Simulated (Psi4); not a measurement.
# CuPH4 (Cu(PH3)H): PBE/6-31G(d) (spherical functions, sweep point 8)

Aim: the vertical ionisation energy of CuPH4 (Cu(PH3)H) at PBE/6-31G* (spherical functions, sweep point 8), from 2 runs. Input form: a Python script.

The calculation is run with Psi4 1.11.

## (1) Starting point

CuPH4: 6 atoms, total charge 0, spin state singlet. SMILES: `[H][Cu]<-[PH3]`. Geometry: a GFN2-xTB relaxation, a rough one for these elements and not checked as a minimum.

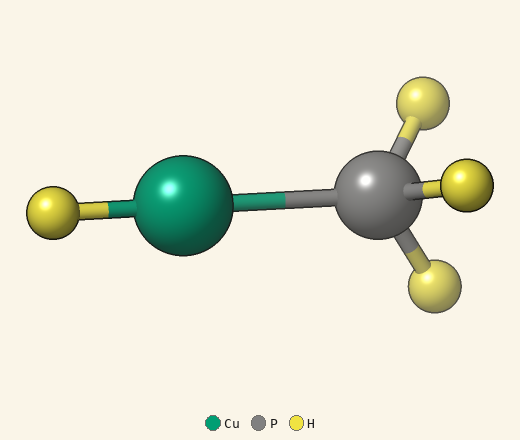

Viewed from a chosen angle; copper teal, phosphorus grey, hydrogen yellow.

## (2) The energy at PBE/6-31G(d) (spherical functions, sweep point 8)

File job.py:

```python
import psi4

psi4.set_memory(1600000000)
psi4.set_num_threads(1)
psi4.core.set_output_file('output.dat', False)

geom = psi4.geometry("""
0 1
Cu     0.00459203     0.02186413    -3.03159314
P      0.00389284     0.00260782     1.18899678
H      1.44548931    -1.70583688     2.54718074
H     -2.18903985    -0.42286401     2.55101688
H      0.73943094     2.08238370     2.58994524
H     -0.00436527     0.02184523    -5.84554651
units bohr
symmetry c1
""")

psi4.set_options({
    'basis': '6-31G*',
    'reference': 'rks',
    'puream': True,
    'scf_type': 'pk',
    'dft_radial_points': 250,
    'dft_spherical_points': 1202,
})

e_tot, wfn = psi4.energy('pbe', return_wfn=True)
print(f'total energy {e_tot:.8f} hartree = {e_tot * 27.211386:.5f} eV')
```

Started as:

```
python job.py
```

output.dat (excerpt; [...] marks lines left out):

```text
[...]
  Running in c1 symmetry.
[...]
  Nuclear repulsion =  148.284566533657596
[...]
  Multiplicity = 1
[...]
  Nalpha       = 24
  Nbeta        = 24
[...]
    Number of basis functions: 60
[...]
   @RKS iter   1: -1980.35302709110510    1.05492e+00   5.54720e-02 ADIIS/DIIS
[...]
   @RKS iter  12: -1983.48303007309300   -3.91310e-09   2.52374e-07 DIIS
[...]
    Orbital Energies [Eh]
    ---------------------
    Doubly Occupied:
       1A   -321.461045     2A    -76.329983     3A    -38.265267
       4A    -33.569748     5A    -33.554650     6A    -33.554617
       7A     -6.341231     8A     -4.557753     9A     -4.557750
      10A     -4.554083    11A     -4.069170    12A     -2.623318
      13A     -2.594532    14A     -2.594476    15A     -0.636272
      16A     -0.388342    17A     -0.388068    18A     -0.344020
      19A     -0.235375    20A     -0.166637    21A     -0.165159
      22A     -0.165042    23A     -0.136884    24A     -0.136884
[...]
  @RKS Final Energy: -1983.48303007309300
   => Energetics <=
    Nuclear Repulsion Energy =            148.2845665336575962
    One-Electron Energy =               -3056.4658904992452335
    Two-Electron Energy =                1016.2139249047661451
    DFT Exchange-Correlation Energy =     -91.5156310122714700
    Empirical Dispersion Energy =           0.0000000000000000
    VV10 Nonlocal Energy =                  0.0000000000000000
    Total Energy =                      -1983.4830300730930048
[...]
 Multipole Moments:
 ------------------------------------------------------------------------------------
     Multipole            Electronic (a.u.)      Nuclear  (a.u.)        Total (a.u.)
 ------------------------------------------------------------------------------------
 L = 1.  Multiply by 2.5417464519 to convert [e a0] to [Debye]
 Dipole X            :          0.0160780           -0.0134622            0.0026158
 Dipole Y            :          0.0489533           -0.0531562           -0.0042029
 Dipole Z            :         -4.6037361            6.3051960            1.7014600
 Magnitude           :                                                    1.7014672
[...]
```

On the terminal:

```text
total energy -1983.48303007 hartree = -53973.32236 eV
```

Wall time 42 s (1 thread of Intel Xeon Platinum 8488C (Sapphire Rapids), shared host); peak memory 1.2 GiB.

## (3) The doublet cation at the same level

File cuh4p.py:

```python
import psi4

psi4.set_memory('1600 MB')
psi4.set_num_threads(1)
psi4.set_output_file('cuh4p.out', False)

geom = psi4.geometry("""
1 2
Cu     0.00459203     0.02186413    -3.03159314
P      0.00389284     0.00260782     1.18899678
H      1.44548931    -1.70583688     2.54718074
H     -2.18903985    -0.42286401     2.55101688
H      0.73943094     2.08238370     2.58994524
H     -0.00436527     0.02184523    -5.84554651
units bohr
symmetry c1
""")

options = {'basis': '6-31G*', 'reference': 'uks', 'puream': True, 'scf_type': 'pk', 'dft_radial_points': 250, 'dft_spherical_points': 1202, 'maxiter': 150}
psi4.set_options(options)

e = psi4.energy('pbe', molecule=geom)
print(f'pbe energy: {e:.10f} Eh')
```

Started as:

```
python cuh4p.py
```

cuh4p.out (excerpt; [...] marks lines left out):

```text
[...]
  Running in c1 symmetry.
[...]
  Nuclear repulsion =  148.284566533657596
[...]
  Multiplicity = 2
[...]
  Nalpha       = 24
  Nbeta        = 23
[...]
    Number of basis functions: 60
[...]
   @UKS iter   1: -1979.74411242178735    1.66384e+00   5.56585e-02 DIIS/ADIIS
[...]
   @UKS iter  14: -1983.19067790332952   -3.52418e-08   8.21821e-07 DIIS
[...]
   @S^2 Observed:                7.506966887E-01
[...]
    Orbital Energies [Eh]
    ---------------------
    Alpha Occupied:
       1A   -321.773703     2A    -76.524073     3A    -38.582155
       4A    -33.893806     5A    -33.866006     6A    -33.865982
       7A     -6.539495     8A     -4.755314     9A     -4.755309
      10A     -4.752883    11A     -4.392651    12A     -2.962018
      13A     -2.909217    14A     -2.909162    15A     -0.832640
      16A     -0.591430    17A     -0.578753    18A     -0.578533
      19A     -0.506921    20A     -0.475332    21A     -0.475292
      22A     -0.467556    23A     -0.449110    24A     -0.449105
    Alpha Virtual:
      25A     -0.257269    26A     -0.257044    27A     -0.211460
[...]
  @UKS Final Energy: -1983.19067790332952
   => Energetics <=
    Nuclear Repulsion Energy =            148.2845665336575962
    One-Electron Energy =               -3043.7370160851924084
    Two-Electron Energy =                1003.5252018380966774
    DFT Exchange-Correlation Energy =     -91.2634301898913236
    Empirical Dispersion Energy =           0.0000000000000000
    VV10 Nonlocal Energy =                  0.0000000000000000
    Total Energy =                      -1983.1906779033295152
[...]
 Multipole Moments:
 ------------------------------------------------------------------------------------
     Multipole            Electronic (a.u.)      Nuclear  (a.u.)        Total (a.u.)
 ------------------------------------------------------------------------------------
 L = 1.  Multiply by 2.5417464519 to convert [e a0] to [Debye]
 Dipole X            :          0.0140702           -0.0134622            0.0006080
 Dipole Y            :          0.0494257           -0.0531562           -0.0037305
 Dipole Z            :         -5.4249426            6.3051960            0.8802534
 Magnitude           :                                                    0.8802615
[...]
```

Standard output:

```text
pbe energy: -1983.1906779033 Eh
```

Wall time 67 s (1 thread of Intel Xeon Platinum 8488C (Sapphire Rapids), shared host); peak memory 1.2 GiB.

## (4) Summary of results

Level: PBE/6-31G* (spherical functions, sweep point 8).

| quantity | value |
| --- | --- |
| singlet CuPH4: total energy | -1983.48303 Eh |
| singlet CuPH4: dipole moment | 4.32 D |
| singlet CuPH4: HOMO energy | -3.72 eV |
| singlet CuPH4: LUMO energy | -1.33 eV |
| singlet CuPH4: HOMO–LUMO gap | 2.40 eV |
| doublet cation: total energy | -1983.19068 Eh |
| doublet cation: HOMO energy (highest over α and β) | -11.81 eV |
| doublet cation: LUMO energy (lowest over α and β) | -11.59 eV |
| doublet cation: ⟨S²⟩ | 0.751 |
| vertical ionisation energy (to the doublet cation) | 7.955 eV |

**Reading.** Removing an electron at fixed nuclei costs 7.96 eV (183 kcal/mol). The negative HOMO energy of the first species, 3.72 eV, lies 4.23 eV below that difference.
